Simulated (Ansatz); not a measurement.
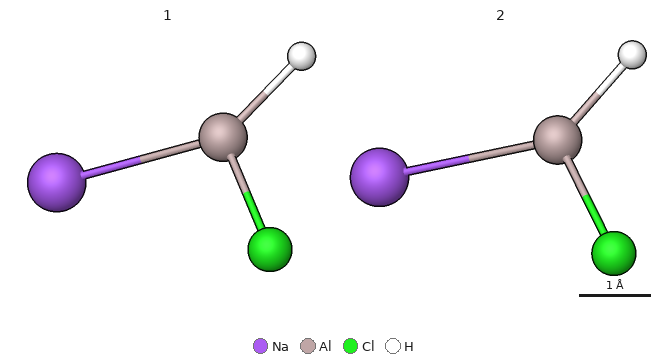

Two geometries of NaAlHCl, drawn at one scale. One is the start of a relaxation, the other its converged end. The picture is a ball-and-stick view, seen at a tilt.

Theory: Ansatz 0.2.0, RKS PBE0-D4/def2-TZVP. Settings: force threshold 0.005 eV/Å; at most 200 steps.

**Which one is relaxed?**

Structure 2 is the relaxed one. Over 6 geometry steps the energy falls by 14.5 kJ/mol. The largest force component goes from 1.1 to 0.00086 eV/Å. The largest moves after the best rigid fit, 0.20 Å, are those of Na and Cl atoms. Largest moves by element: Cl 0.20 Å, Na 0.20 Å, Al 0.05 Å, H 0.05 Å. Among the contacts that change: Al–Na 2.698 → 2.885 Å, Al–Cl 2.057 → 2.163 Å. Bond angles that change, for instance: Na–Al–H 144.9° → 137.9°, Na–Al–Cl 108.8° → 115.5°. Cost: 24 s on 2 threads of Intel Xeon Platinum 8259CL @ 2.50GHz, on a shared host.
